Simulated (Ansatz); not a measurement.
```xyz
5

Al   -0.5500    1.8739    1.7112
Be    0.3926   -0.4665    0.4332
F     1.6381   -0.7607   -0.1379
Sb   -1.7262   -0.1968    1.3126
H     0.1858    3.2509    1.9932
```

Geometry: PBE0-D3(BJ)/def2-SVP; core potentials replace the inner electrons of Sb.

Level of theory: isolated molecule in a Gaussian basis; Kohn-Sham density functional theory, functional PBE0 in Ansatz.

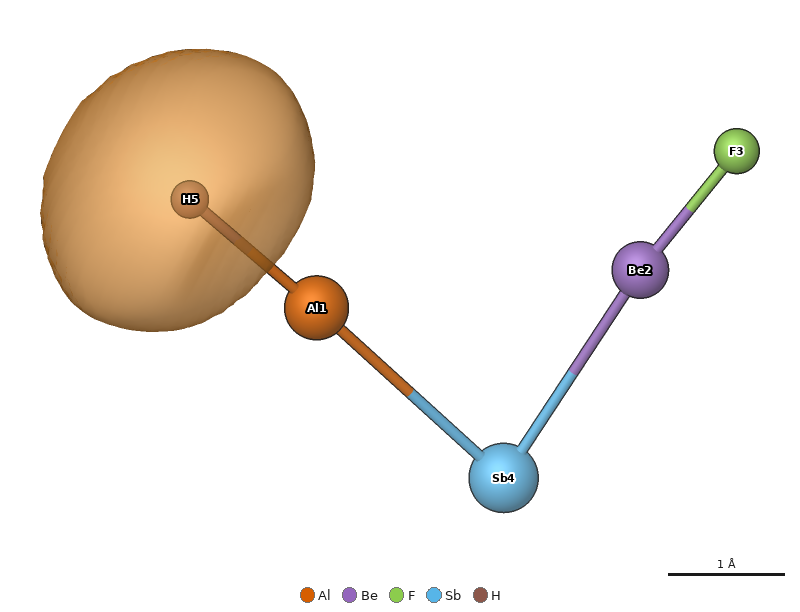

AlBeFHSb. Isosurface of the ELF at 0.9 (orange), seen at a tilt. Only the valence region is drawn (cores and ρ < 0.01 e/Å³ removed).

### Identify the bonds, lone pairs and shells in this picture.

The ELF exceeds this value in one region around a hydrogen nucleus. Along the contacts the grid gives the following. Be–F (1.40 Å): the ELF peaks at about 0.85 in the valence shell of F, 0.6 Å from its nucleus, and is about 0.75 at the midpoint. Be–Sb (2.31 Å): the ELF peaks at about 0.85 between the atoms.
